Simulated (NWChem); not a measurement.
# C2H4OSi: energy and gradient calculation (part 1 of 2)

- system: C2H4OSi, SMILES O=C=C[SiH3]
- method: TPSSh/cc-pVDZ, RKS (NWChem 7.2.2)

The geometry comes from this level: PBE0-D4/def2-TZVP.

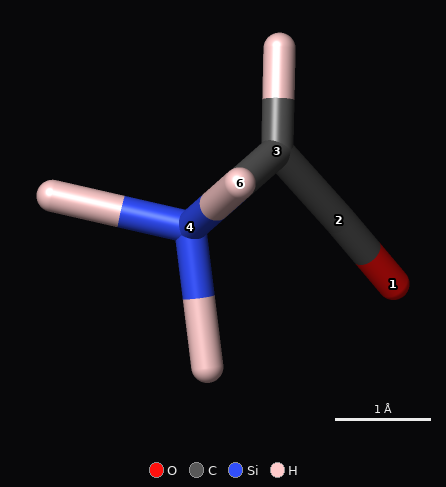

Fig. 1: The structure (stick view, seen at a tilt; atoms are numbered from 1 in the order of the input). Bond lengths as drawn: C–C 1.31 Å, C–H 1.08 Å, C–O 1.16 Å, C–Si 1.85 Å and H–Si 1.48 to 1.49 Å.

## Input file
```
start work
memory total 8000 mb
charge 0

geometry units angstroms noautosym nocenter noautoz
   O     1.434400   -1.284900    1.947200
   C     1.186900   -0.644700    1.017800
   C     0.866900    0.072100   -0.027300
   Si   -0.904900    0.278600   -0.507900
   H     1.678700    0.527300   -0.583100
   H    -1.291100    1.713700   -0.489300
   H    -1.142900   -0.245400   -1.878100
   H    -1.735900   -0.474000    0.465000
end

basis spherical
   * library cc-pVDZ
end

basis "cd basis" spherical
   * library "weigend coulomb fitting"
end

dft
   xc xctpssh
   grid fine
   convergence energy 1e-08
   iterations 100
   mulliken
   noprint "final vectors analysis"
end

task dft gradient
```

Launch command:
```bash
nwchem work.nw > work.out
```

## Log
```
Northwest Computational Chemistry Package (NWChem) 7.2.2
             --------------------------------------------------------

           Job information
           ---------------

    nwchem branch   = 7.2.2
    use scalapack   = T
    input           = work.nw
    prefix          = work.
    data base       = ./work.db
    status          = startup
    nproc           =        1

           Memory information
           ------------------

    heap     =  262143998 doubles =   2000.0 Mbytes
    stack    =  262143995 doubles =   2000.0 Mbytes
    global   =  524288000 doubles =   4000.0 Mbytes (distinct from heap & stack)
    total    = 1048575993 doubles =   8000.0 Mbytes
    verify   = yes
    hardfail = no

           Directory information
           ---------------------

  0 permanent = .
  0 scratch   = .

                                NWChem Input Module
                                -------------------

 Scaling coordinates for geometry "geometry" by  1.889725989
 (inverse scale =  0.529177249)

                             Geometry "geometry" -> ""
                             -------------------------

 Output coordinates in angstroms (scale by  1.889725989 to convert to a.u.)

  No.       Tag          Charge          X              Y              Z
 ---- ---------------- ---------- -------------- -------------- --------------
    1 O                    8.0000     1.43440000    -1.28490000     1.94720000
    2 C                    6.0000     1.18690000    -0.64470000     1.01780000
    3 C                    6.0000     0.86690000     0.07210000    -0.02730000
    4 Si                  14.0000    -0.90490000     0.27860000    -0.50790000
    5 H                    1.0000     1.67870000     0.52730000    -0.58310000
    6 H                    1.0000    -1.29110000     1.71370000    -0.48930000
    7 H                    1.0000    -1.14290000    -0.24540000    -1.87810000
    8 H                    1.0000    -1.73590000    -0.47400000     0.46500000

      Atomic Mass
      -----------

      O                 15.994910
      C                 12.000000
      Si                27.976930
      H                  1.007825

 Effective nuclear repulsion energy (a.u.)     136.9770110550

            Nuclear Dipole moment (a.u.)
            ----------------------------
        X                 Y               Z
 ---------------- ---------------- ----------------
    16.3238310346   -15.6711196781    22.5340375508

            XYZ format geometry
            -------------------
     8
 geometry
 O                     1.43440000    -1.28490000     1.94720000
 C                     1.18690000    -0.64470000     1.01780000
 C                     0.86690000     0.07210000    -0.02730000
 Si                   -0.90490000     0.27860000    -0.50790000
 H                     1.67870000     0.52730000    -0.58310000
 H                    -1.29110000     1.71370000    -0.48930000
 H                    -1.14290000    -0.24540000    -1.87810000
 H                    -1.73590000    -0.47400000     0.46500000

 ==============================================================================
                                internuclear distances
 ------------------------------------------------------------------------------
       center one      |      center two      | atomic units |  angstroms
 ------------------------------------------------------------------------------
    2 C                |   1 O                |     2.18335  |     1.15538
    3 C                |   2 C                |     2.47001  |     1.30707
    4 Si               |   3 C                |     3.49108  |     1.84740
    5 H                |   3 C                |     2.04854  |     1.08404
    6 H                |   4 Si               |     2.80865  |     1.48627
    7 H                |   4 Si               |     2.80843  |     1.48616
    8 H                |   4 Si               |     2.80515  |     1.48442
 ------------------------------------------------------------------------------
                         number of included internuclear distances:          7
 ==============================================================================

 ==============================================================================
                                 internuclear angles
 ------------------------------------------------------------------------------
        center 1       |       center 2       |       center 3       |  degrees
 ------------------------------------------------------------------------------
    1 O                |   2 C                |   3 C                |   178.19
    2 C                |   3 C                |   4 Si               |   120.27
    2 C                |   3 C                |   5 H                |   117.19
    4 Si               |   3 C                |   5 H                |   122.54
    3 C                |   4 Si               |   6 H                |   110.73
    3 C                |   4 Si               |   7 H                |   110.73
    3 C                |   4 Si               |   8 H                |   108.04
    6 H                |   4 Si               |   7 H                |   108.08
    6 H                |   4 Si               |   8 H                |   109.63
    7 H                |   4 Si               |   8 H                |   109.62
 ------------------------------------------------------------------------------
                            number of included internuclear angles:         10
 ==============================================================================

 Summary of "ao basis" -> "" (spherical)
 ------------------------------------------------------------------------------
       Tag                 Description            Shells   Functions and Types
 ---------------- ------------------------------  ------  ---------------------
 *                          cc-pVDZ                   on all atoms

 Summary of "cd basis" -> "" (spherical)
 ------------------------------------------------------------------------------
       Tag                 Description            Shells   Functions and Types
 ---------------- ------------------------------  ------  ---------------------
 *                  weigend coulomb fitting           on all atoms

                                 NWChem DFT Module
                                 -----------------

                      Basis "ao basis" -> "ao basis" (spherical)
                      -----
  [basis functions not shown]

 Summary of "ao basis" -> "ao basis" (spherical)
 ------------------------------------------------------------------------------
       Tag                 Description            Shells   Functions and Types
 ---------------- ------------------------------  ------  ---------------------
 O                          cc-pVDZ                  6       14   3s2p1d
 C                          cc-pVDZ                  6       14   3s2p1d
 Si                         cc-pVDZ                  8       18   4s3p1d
 H                          cc-pVDZ                  3        5   2s1p

                      Basis "cd basis" -> "cd basis" (spherical)
                      -----
  [basis functions not shown]

 Summary of "cd basis" -> "cd basis" (spherical)
 ------------------------------------------------------------------------------
       Tag                 Description            Shells   Functions and Types
 ---------------- ------------------------------  ------  ---------------------
 O                  weigend coulomb fitting         15       49   6s4p3d1f1g
 C                  weigend coulomb fitting         15       49   6s4p3d1f1g
 Si                 weigend coulomb fitting         17       51   8s4p3d1f1g
 H                  weigend coulomb fitting          5       11   3s1p1d

 Summary of "ao basis" -> "ao basis" (spherical)
 ------------------------------------------------------------------------------
       Tag                 Description            Shells   Functions and Types
 ---------------- ------------------------------  ------  ---------------------
 O                          cc-pVDZ                  6       14   3s2p1d
 C                          cc-pVDZ                  6       14   3s2p1d
 Si                         cc-pVDZ                  8       18   4s3p1d
 H                          cc-pVDZ                  3        5   2s1p

  Caching 1-el integrals
  itol2e modified to match energy
  convergence criterion.
  tol_rho modified to match energy
  convergence criterion.

            General Information
            -------------------
          SCF calculation type: DFT
          Wavefunction type:  closed shell.
          No. of atoms     :     8
          No. of electrons :    38
           Alpha electrons :    19
            Beta electrons :    19
          Charge           :     0
          Spin multiplicity:     1
          Use of symmetry is: off; symmetry adaption is: off
          Maximum number of iterations: 100
          AO basis - number of functions:    80
                     number of shells:    38
          A Charge density fitting basis will be used.
          CD basis - number of functions:   242
                     number of shells:    82
          Convergence on energy requested:  1.00D-08
          Convergence on density requested:  1.00D-05
          Convergence on gradient requested:  5.00D-04

              XC Information
              --------------
                  TPSS hybrid Method XC Functional
                     Hartree-Fock (Exact) Exchange  0.100
                  TPSS metaGGA Exchange Functional  0.900
             TPSS03 metaGGA Correlation Functional  1.000
```
